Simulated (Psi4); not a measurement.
# PBE0/def2-TZVPP run of H3NO (hydroxylamine)

What is the vertical singlet–triplet gap of H3NO (hydroxylamine) at PBE0/def2-TZVPP? 

Program for the calculation: Psi4 1.11.

1 further run of the same task is left out (set aside as unsound or not needed). Runs told in other sessions of the task aren't counted.

**1. The structure to begin with**

H3NO: 5 atoms, total charge 0, spin state singlet. As SMILES, `NO`. The shape is that of a PBE0-D4/def2-TZVP optimisation. This is one conformer, not always the lowest.

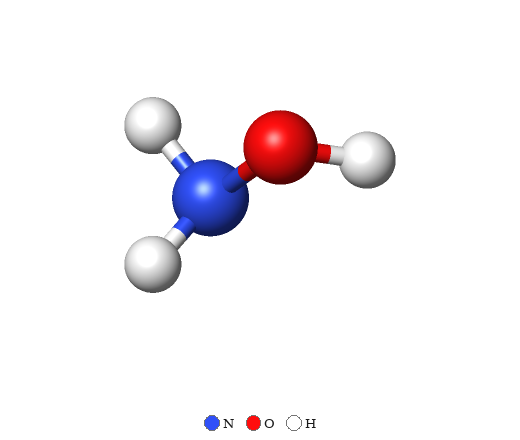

Viewed from a chosen angle; nitrogen blue, oxygen red, hydrogen white.

**2. A single-point energy at PBE0/def2-TZVPP**

job.json

```json
{
  "schema_name": "qcschema_input",
  "schema_version": 1,
  "molecule": {
    "schema_name": "qcschema_molecule",
    "schema_version": 2,
    "symbols": ["N", "O", "H", "H", "H"],
    "geometry": [-0.31203158, -0.68273915, -0.60692334, 0.68872958, 1.25863319, 0.96009425, -0.30743954, -2.24881188, 0.50412224, -2.15740583, -0.20756752, -0.84321469, 2.08816626, 1.88046647, -0.01405956],
    "molecular_charge": 0,
    "molecular_multiplicity": 1,
    "fix_symmetry": "c1",
    "fix_com": true,
    "fix_orientation": true
  },
  "driver": "energy",
  "model": {
    "method": "pbe0",
    "basis": "def2-TZVPP"
  },
  "keywords": {
    "reference": "rks",
    "puream": true,
    "e_convergence": 1e-09,
    "d_convergence": 1e-08,
    "scf_type": "pk",
    "dft_radial_points": 99,
    "dft_spherical_points": 590,
    "scf_properties": ["MAYER_INDICES", "WIBERG_LOWDIN_INDICES", "QUADRUPOLE"]
  }
}
```

On the command line:

```bash
$ psi4 --qcschema job.json -n 1 --memory 2200MB
```

stdout:

```text
[...]
  Running in c1 symmetry.
[...]
  Nuclear repulsion =   39.593666455499566
[...]
  Multiplicity = 1
[...]
  Nalpha       = 9
  Nbeta        = 9
[...]
    Number of basis functions: 104
[...]
   @RKS iter   1:  -131.48061364339426   -3.08746e-01   5.94159e-03 ADIIS/DIIS
[...]
   @RKS iter  10:  -131.63280245073338   -1.27898e-12   4.24063e-09 DIIS
[...]
    Orbital Energies [Eh]
    ---------------------
    Doubly Occupied:
       1A    -19.228047     2A    -14.415804     3A     -1.089412
       4A     -0.825997     5A     -0.518506     6A     -0.516504
       7A     -0.457111     8A     -0.309202     9A     -0.273815
[...]
  @RKS Final Energy:  -131.63280245073338
   => Energetics <=
    Nuclear Repulsion Energy =             39.5936664554995659
    One-Electron Energy =                -258.2739585216480691
    Two-Electron Energy =                  99.5395205078693976
    DFT Exchange-Correlation Energy =     -12.4920308924542791
    Empirical Dispersion Energy =           0.0000000000000000
    VV10 Nonlocal Energy =                  0.0000000000000000
    Total Energy =                       -131.6328024507333794
[...]
 Multipole Moments:
 ------------------------------------------------------------------------------------
     Multipole            Electronic (a.u.)      Nuclear  (a.u.)        Total (a.u.)
 ------------------------------------------------------------------------------------
 L = 1.  Multiply by 2.5417464519 to convert [e a0] to [Debye]
 Dipole X            :         -3.0550221            2.9489365           -0.1060856
 Dipole Y            :         -4.8773207            4.7139785           -0.1633421
 Dipole Z            :         -3.1791875            3.0791386           -0.1000489
 Magnitude           :                                                    0.2189626
 L = 2.  Multiply by 1.3450342976 to convert [e a0^2] to [Debye ang]
 Quadrupole XX       :        -20.7142975           13.5856907           -7.1286067
 Quadrupole XY       :        -12.0993147           13.4920242            1.3927095
[...]
```

The result, in JSON:

```text
{
 "driver": "energy",
 "model": {
  "method": "pbe0",
  "basis": "def2-TZVPP"
 },
 "success": true,
 "return_result": -131.63280245073338,
 "properties": {
  "calcinfo_nbasis": 104,
  "calcinfo_nmo": 104,
  "calcinfo_nalpha": 9,
  "calcinfo_nbeta": 9,
  "calcinfo_natom": 5,
  "nuclear_repulsion_energy": 39.593666455499566,
  "return_energy": -131.63280245073338,
  "scf_one_electron_energy": -258.27395852164807,
  "scf_two_electron_energy": 99.5395205078694,
  "scf_xc_energy": -12.492030892454279,
  "scf_dipole_moment": [-0.10608562857898152, -0.16334212630979916, -0.10004893425296979],
  "scf_total_energy": -131.63280245073338,
  "scf_iterations": 10
 }
}
```

Wall time 18 s (1 thread of Intel Xeon Platinum 8259CL at 2.50GHz (Skylake/Cascade Lake), shared host); peak memory 0.84 GiB.

**3. The triplet**

run.py

```python
import psi4

psi4.set_memory('2200 MB')
psi4.set_num_threads(1)
psi4.core.set_output_file('output.dat', False)

m = psi4.geometry("""
0 3
N     -0.165120    -0.361290    -0.321170
O      0.364460     0.666040     0.508060
H     -0.162690    -1.190020     0.266770
H     -1.141650    -0.109840    -0.446210
H      1.105010     0.995100    -0.007440
units angstrom
symmetry c1
""")

options = {'basis': 'def2-TZVPP', 'reference': 'uks', 'puream': True, 'e_convergence': 1e-09, 'd_convergence': 1e-08, 'scf_type': 'pk', 'dft_radial_points': 99, 'dft_spherical_points': 590, 'maxiter': 100}
psi4.set_options(options)

E, wfn = psi4.energy('pbe0', return_wfn=True)
print(f'pbe0 energy: {E:.10f} Eh')
```

On the command line:

```bash
$ python run.py
```

output.dat:

```text
[...]
  Running in c1 symmetry.
[...]
  Nuclear repulsion =   39.593666393662183
[...]
  Multiplicity = 3
[...]
  Nalpha       = 10
  Nbeta        = 8
[...]
    Number of basis functions: 104
[...]
   @UKS iter   1:  -131.19983651969656   -2.79693e-02   6.54479e-03 DIIS/ADIIS
[...]
   @UKS iter  21:  -131.39142386333663   -1.23066e-11   4.29009e-09 DIIS
[...]
   @S^2 Observed:                2.006278271E+00
[...]
    Orbital Energies [Eh]
    ---------------------
    Alpha Occupied:
       1A    -19.231051     2A    -14.513012     3A     -1.133052
       4A     -0.900899     5A     -0.585655     6A     -0.564134
       7A     -0.532637     8A     -0.395990     9A     -0.333924
      10A     -0.053475
    Alpha Virtual:
      11A      0.007926    12A      0.073822    13A      0.082762
      14A      0.271833    15A      0.295211    16A      0.299750
      17A      0.370028    18A      0.392278    19A      0.407510
      20A      0.432604    21A      0.459732    22A      0.489121
      23A      0.556074    24A      0.601588    25A      0.638130
[...]
  @UKS Final Energy:  -131.39142386333663
   => Energetics <=
    Nuclear Repulsion Energy =             39.5936663936621827
    One-Electron Energy =                -257.3702063134895752
    Two-Electron Energy =                  98.8419372818260200
    DFT Exchange-Correlation Energy =     -12.4568212253352613
    Empirical Dispersion Energy =           0.0000000000000000
    VV10 Nonlocal Energy =                  0.0000000000000000
    Total Energy =                       -131.3914238633366267
  UHF NO Occupations:
  HONO-2 :    8  A 1.9985139
  HONO-1 :    9  A 1.0000000
[...]
 Multipole Moments:
 ------------------------------------------------------------------------------------
     Multipole            Electronic (a.u.)      Nuclear  (a.u.)        Total (a.u.)
 ------------------------------------------------------------------------------------
 L = 1.  Multiply by 2.5417464519 to convert [e a0] to [Debye]
 Dipole X            :         -0.1047087           -0.4672831           -0.5719919
 Dipole Y            :          0.0602777           -0.7320415           -0.6717638
 Dipole Z            :          0.2339642           -0.4650567           -0.2310925
 Magnitude           :                                                    0.9120554
[...]
```

On the terminal:

```text
pbe0 energy: -131.3914238633 Eh
```

Run time: 46 s. Hardware: 1 thread of Intel Xeon Platinum 8259CL at 2.50GHz (Skylake/Cascade Lake), shared host; peak memory 0.84 GiB.

**4. Outcome**

Level: PBE0/def2-TZVPP.

| quantity | value |
| --- | --- |
| singlet: total energy | -131.63280 Eh |
| singlet: dipole moment | 0.56 D |
| singlet: HOMO energy | -7.45 eV |
| singlet: LUMO energy | 1.19 eV |
| singlet: HOMO–LUMO gap | 8.64 eV |
| triplet: total energy | -131.39142 Eh |
| triplet: dipole moment | 2.32 D |
| triplet: HOMO energy (highest over α and β) | -1.46 eV |
| triplet: ⟨S²⟩ | 2.006 |
| vertical energy of the triplet above the singlet | 6.568 eV |

**Reading.** At this shape the triplet lies 6.57 eV (634 kJ/mol) above the singlet.
